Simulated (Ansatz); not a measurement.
## What a change does: single-point calculation on PHF

System: PHF, multiplicity 4.
Method of run A: UKS BHLYP-D4/aug-cc-pVTZ (Ansatz 0.2.0).

Text and figures count atoms from 1; the logs count them from 0 in places.

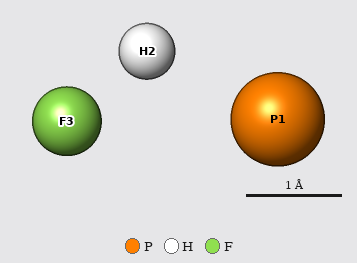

Figure 1. The structure as given in the input (ball-and-stick view, seen at a tilt; atoms are numbered from 1 in the order of the input).

Input file, run A:
```yaml
crystal:
  periodic: [false, false, false]
  atoms:
    - { symbol: P, position_ang: [-1.754, 0.0, 0.0] }
    - { symbol: H, position_ang: [0.0, 0.0, 0.0] }
    - { symbol: F, position_ang: [0.63, 1.091192, 0.0] }
magnetization:
  spin_polarized: true
  initial_magnetization: 3
basis:
  gaussian: { orbitals: aug-cc-pVTZ }
hamiltonian:
  xc: { name: BHLYP }
  dispersion: d4
output:
  forces: true
```

Launched with:
```bash
ansatz run input.yaml --threads 1 --pin off --max-ram 2560MiB --backend cpu --events-out ev --progress --plain --runs-dir out
```

Hardware: 1 thread of Arm Neoverse V1, 24 GiB of memory available, shared host.

Output (run A):
```
Engine: ansatz 0.2.0, aarch64-unknown-linux-gnu
Functional definition: BHLYP
  parameter a = 0.5
  exchange = (1 - a)*b88_x + a*exact_x
  correlation = lyp_c
681 factors; their error is unknown
mean field evaluation 1: about -12016.2200 eV, gradient 2.2e1 eV
mean field evaluation 2: about -12013.3252 eV, gradient 3.9e1 eV
mean field evaluation 4: about -12018.1047 eV, gradient 5.8e-1 eV
mean field evaluation 8: about -12018.1900 eV, gradient 4.8e-2 eV
mean field evaluation 16: about -12018.1901 eV, gradient 7.2e-5 eV
mean field -12018.19007274 eV, -441.6603389512 hartree, gradient 7.2e-5 eV, S^2 3.764451; 0 other end points of the search recorded, 0 dependent functions left out
the calculation of the forces begins
reference -12018.19021898 eV, -441.6603443257 hartree; 14, 11 occupied and 105, 108 virtual orbitals, 681 factors
Total energy: -12018.21603042 eV, -441.6612928787 hartree
Atom 0 at    -1.754000     0.000000     0.000000 Å, force    -0.236742    -0.294925     0.000000 eV/Å
Atom 1 at     0.000000     0.000000     0.000000 Å, force     1.713532     3.673916     0.000000 eV/Å
Atom 2 at     0.630000     1.091192     0.000000 Å, force    -1.476790    -3.378991    -0.000000 eV/Å
Dipole moment:    -0.479150    -0.349627    -0.000000 e Å
```

The input of run B differs as follows (lines with − go, lines with + come):
```diff
-    - { symbol: P, position_ang: [-1.754, 0.0, 0.0] }
+    - { symbol: P, position_ang: [-1.418, 0.0, 0.0] }
-    - { symbol: F, position_ang: [0.63, 1.091192, 0.0] }
+    - { symbol: F, position_ang: [1.0905, 1.888801, 0.0] }
```

Predict how the results change.

With the same method and basis, run B lies 16.8 kcal/mol higher. The largest force goes from 4.054 to 0.245 eV/Å. On the same kind of shared host run B took about 3.9 times as long.

Output (run B):
```
Engine: ansatz 0.2.0, aarch64-unknown-linux-gnu
Functional definition: BHLYP
  parameter a = 0.5
  exchange = (1 - a)*b88_x + a*exact_x
  correlation = lyp_c
681 factors; their error is unknown
mean field evaluation 1: about -12011.5269 eV, gradient 3.0e1 eV
mean field evaluation 2: about -11927.8214 eV, gradient 1.1e2 eV
mean field evaluation 4: about -12016.6493 eV, gradient 9.6e0 eV
mean field evaluation 8: about -12017.3841 eV, gradient 7.5e-2 eV
mean field evaluation 16: about -12017.4629 eV, gradient 5.1e-3 eV
mean field evaluation 32: about -12017.4629 eV, gradient 9.3e-6 eV
mean field -12017.46294849 eV, -441.6336176279 hartree, gradient 1.9e-7 eV, S^2 3.761947; 4 other end points of the search recorded, 0 dependent functions left out
the calculation of the forces begins
reference -12017.46310304 eV, -441.6336233076 hartree; 14, 11 occupied and 105, 108 virtual orbitals, 681 factors
Total energy: -12017.48618077 eV, -441.6344713985 hartree
Atom 0 at    -1.418000     0.000000     0.000000 Å, force    -0.209487    -0.058750    -0.000000 eV/Å
Atom 1 at     0.000000     0.000000     0.000000 Å, force     0.206861     0.130597     0.000000 eV/Å
Atom 2 at     1.090500     1.888801     0.000000 Å, force     0.002626    -0.071846    -0.000000 eV/Å
Dipole moment:     0.017954    -0.045186     0.000000 e Å
```

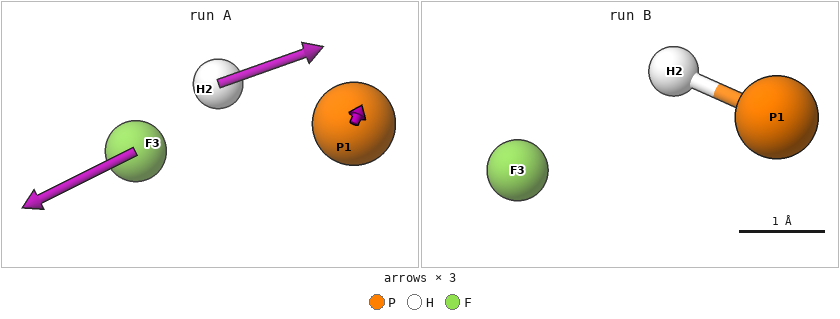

Figure 2. The two input geometries at one scale (ball-and-stick view, seen at a tilt). The pink arrows on the first give the shifts of the atoms after the best rigid fit, magnified 3 times. F3 moves most after the best rigid fit: 0.50 Å. Largest moves by element: F 0.50 Å, H 0.44 Å, P 0.09 Å. Among the contacts that change: P1–H2 1.754 → 1.418 Å.

The two runs side by side:

```csv
quantity,run A,run B
outcome,converged,converged
total energy (hartree),−441.661293,−441.634471
⟨S²⟩,3.764,3.762
largest force (eV/Å),4.054,0.245
basis functions,119,119
wall time (shared host),3.6 s,14 s
```
